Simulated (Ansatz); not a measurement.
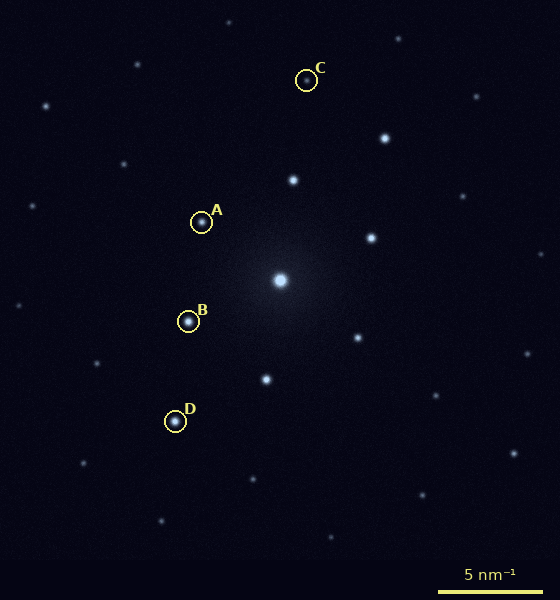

The pattern is a kinematic simulation for 80 kV electrons (no multiple scattering; isotropic B = 0.3 Å²). The zone axis points towards the electron source and the pattern is seen from the source side.

C, space group P6_3/mmc (No. 194), a = 2.47 Å, c = 7.95 Å (hexagonal axes). Structure: coordinates from a relaxation at fixed volume with DFT PBE, spin-orbit coupling, plane waves, PAW in Ansatz.

```
C
1.0
     2.46560    0.00000    0.00000
    -1.23280    2.13528    0.00000
     0.00000    0.00000    7.94571
C
4
Direct
  0.00000 0.00000 0.25000
  0.00000 0.00000 0.75000
  0.33333 0.66667 0.25000
  0.66667 0.33333 0.75000
```

Spot A is indexed 0 -1 0 and spot B 1 -1 -1.

Question: Index the other marked spots.

Answer: C = 2A − 2B = -2 0 2 (d = 1.031 Å). D = −A + 2B = 2 -1 -2 (d = 1.177 Å).

Question: Give [uvw].

Answer: The cross product of A and B is parallel to [101]; every spot obeys hu + kv + lw = 0.

Question: What are the spacings of A and B and the angle between them?

Answer: d(A) = 2.135 Å, d(B) = 2.062 Å, and the angle is 61.1°.
